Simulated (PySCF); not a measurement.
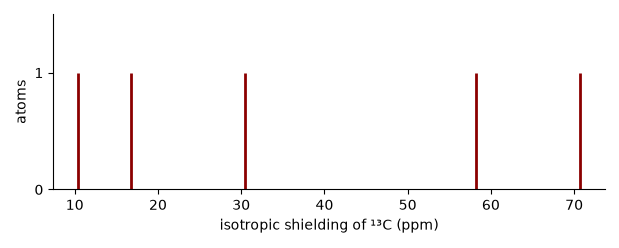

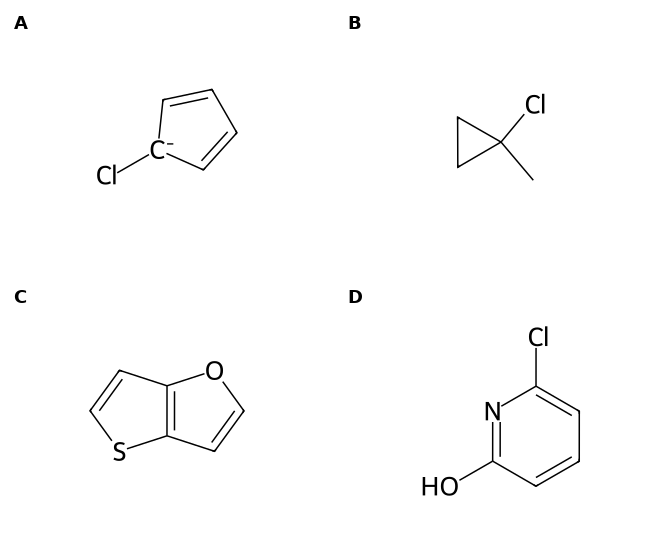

The sticks are computed shieldings of one of the molecules, for one fixed geometry (PBE0-D3(BJ)/def2-SVP) without averaging over rotations. Low shielding means a high chemical shift. Method: GIAO ωB97X-D/pcSseg-2 NMR shielding, non-relativistic, gas phase (PySCF 2.14.0).

### Match the spectrum to a structure.

D, `Oc1cccc(Cl)n1`. Its 5 C atoms give lines at 10.4, 16.8, 30.5, 58.2, 70.7 ppm.
